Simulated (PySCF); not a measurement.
SMILES C#C/C=C\S, singlet at its CAM-B3LYP/def2-SVP optimised geometry (Å):

```
9

C      1.7051    -0.8940     0.0000
C      0.4950    -0.9019     0.0000
C     -0.9300    -0.9019     0.0000
C     -1.6905     0.2080     0.0000
S     -1.1748     1.8731    -0.0002
H      2.7790    -0.9019    -0.0001
H     -1.4324    -1.8731     0.0001
H     -2.7790     0.1083     0.0002
H      0.1526     1.6231    -0.0006
```

Method: CAM-B3LYP/def2-TZVP run with PySCF.

Map of the log10 of the electron density (e/bohr³), floored at −4 on the plane z = 1.0 Å:

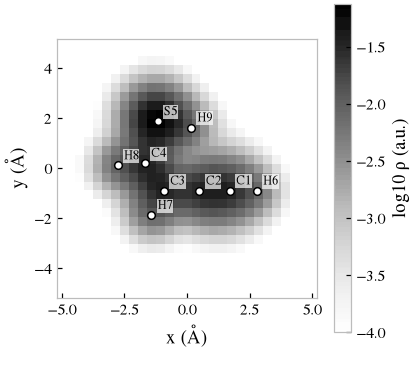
Figure. Log10 of the electron density (e/bohr³), floored at −4 on the plane z = 1.0 Å.
